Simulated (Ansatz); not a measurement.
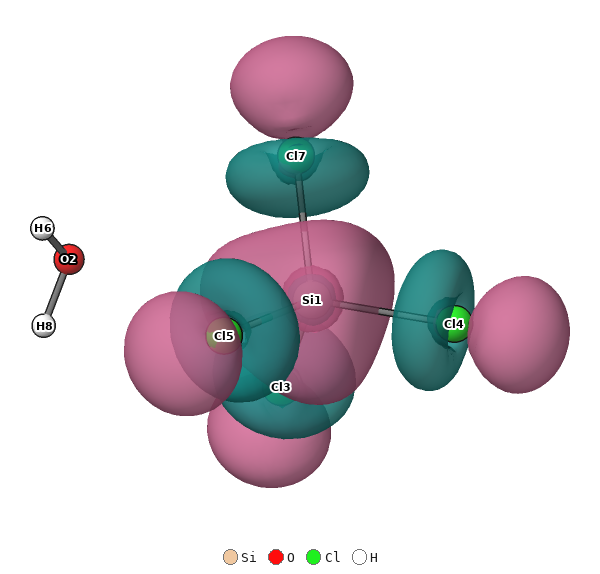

Figure. Cl₄Si···H₂O. The LUMO at ±0.1 Å⁻³ᐟ² (teal and pink are the two phases), seen at a tilt.

The product side of a reaction path; geometry: PBE0-D4/def2-TZVP; a saddle point, not a minimum.

Computed with RKS PBE0-D4/def2-TZVPP in Ansatz 0.2.0.

```yaml
atoms:
  - { symbol: Si, position_ang: [-1.0648, -0.2246, 0.7787] }
  - { symbol: O, position_ang: [1.8995, 0.2771, -0.9388] }
  - { symbol: Cl, position_ang: [-0.1921, -2.0183, 0.4589] }
  - { symbol: Cl, position_ang: [-2.7998, -0.5261, 1.7831] }
  - { symbol: Cl, position_ang: [-1.5110, 0.6617, -0.9901] }
  - { symbol: H, position_ang: [1.7741, 1.1632, -1.2863] }
  - { symbol: Cl, position_ang: [0.1219, 0.9731, 1.8851] }
  - { symbol: H, position_ang: [1.7721, -0.3061, -1.6906] }
```

Where does this orbital lie, and at what energy?

By Hirshfeld shares it lies mainly on Si1 (about 30 %), Cl3 (about 20 %), Cl5 (about 20 %), Cl7 (about 20 %) and Cl4 (about 15 %). Its energy is −0.43 eV.
